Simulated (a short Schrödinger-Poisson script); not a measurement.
Structure: symmetric double-gate stack, SiO2 on p-type GaN, at 300 K.

| layer | material | thickness (nm) | Na (cm⁻³) |
|---|---|---|---|
| 1 | SiO2 | 1.5 | - |
| 2 | GaN | 8 | 3e16 |
| 3 | SiO2 | 1.5 | - |

The device is made up for the run: typed textbook-type constants, with dimensions and the other settings drawn at random. SiO2: permittivity 3.9, conduction-band edge (eV) 3.2, gap (eV) 9, electron mass (mₑ) 0.5. GaN: permittivity 9.5, conduction-band edge (eV) 0, gap (eV) 3.43, Nv at 300 K (cm⁻³) 4.6e19.

Channel valleys (confinement mass, in-plane density-of-states mass, number): Γ 0.2, 0.2, 1. At the gates, both at one voltage, the conduction-band edge of layer 1 lies 3.22 eV − eVg above the Fermi level of the channel. Gaps are held at their typed values at every temperature. Mesh 0.03 nm at interfaces.

Solved with a short Schrödinger-Poisson script written for these runs: 1D Poisson equation in equilibrium, electrons quantum, Hartree (BenDaniel-Duke, 12 states a valley, the channel's in-plane mass for all, wave functions ending at the dielectric), parabolic valleys, classical holes, full ionisation, no traps, pinning or gate leakage.

Only gate voltages with over 1e8 electrons/cm² are shown.

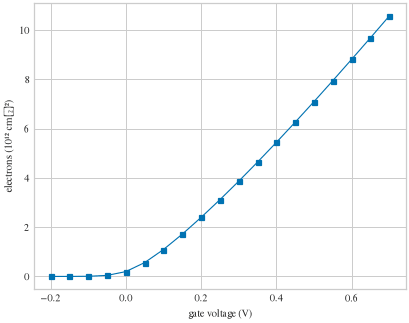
Fig. 1. Sheet density against gate voltage

```csv
Vg (V),electrons (cm⁻²),C (μF/cm²),Γ E0 (meV),Γ E1 (meV)
-0.2,1.38e8,< 0.003,250.6,338.7
-0.15,9.50e8,0.00599,200.7,288.7
-0.1,6.48e9,0.0403,151.0,239.0
-0.05,4.12e10,0.236,103.0,190.8
0,1.96e11,0.833,61.8,148.9
0.05,5.62e11,1.49,32.5,118.0
0.1,1.09e12,1.88,12.4,95.5
0.15,1.72e12,2.10,-2.7,77.7
0.2,2.40e12,2.25,-15.0,62.6
0.25,3.12e12,2.36,-25.5,49.3
0.3,3.87e12,2.45,-34.8,37.3
0.35,4.64e12,2.53,-43.1,26.3
0.4,5.44e12,2.60,-50.6,16.3
0.45,6.26e12,2.65,-57.6,7.0
0.5,7.10e12,2.71,-64.0,-1.7
0.55,7.95e12,2.75,-70.0,-9.9
0.6,8.81e12,2.79,-75.7,-17.7
0.65,9.69e12,2.82,-81.2,-25.2
0.7,1.06e13,2.85,-86.4,-32.4
```

Subbands count from the Fermi level. The capacitance is that of both gates.

In real p-type GaN the Mg acceptor is only partly ionised, and so wide a gap doesn't supply an inversion layer without source and drain.
